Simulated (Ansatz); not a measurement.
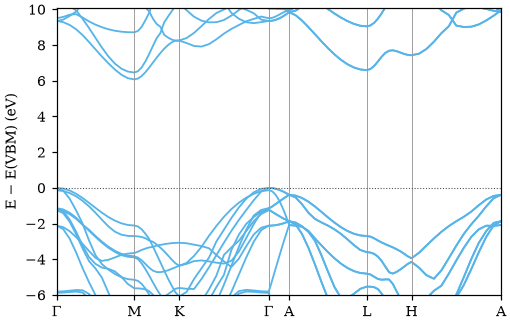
Figure: Band structure from plane-wave PAW r²SCAN (Ansatz code)

**Question.** Read off the gap and where the band edges lie.

**Answer.** About 6.1 eV (6.08 eV by a search for the band edges); maximum at Γ, minimum at M.

**Question.** Which of these materials gives this?
(A) C, P6_3/mmc (C on 4f, C on 4f, C on 4e)
(B) MgO, P6_3/mmc (Mg on 2c, O on 2d)
(C) Si3N4, P6_3/m (Si on 6h, N on 6h, N on 2c)
(D) BN, P6_3mc (B on 2a, B on 2b, N on 2a, N on 2b)

**Answer.** D, BN, P6_3mc (B on 2a, B on 2b, N on 2a, N on 2b)

The cell is a constructed one: a structure type filled with these elements. Its sites differ from those of the usual phase in this space group: another stacking or structure type. Symmetry was held in the r²SCAN relaxation; phonons on a q-mesh show no instability.

Potentials: the later of the program's two PAW sets.
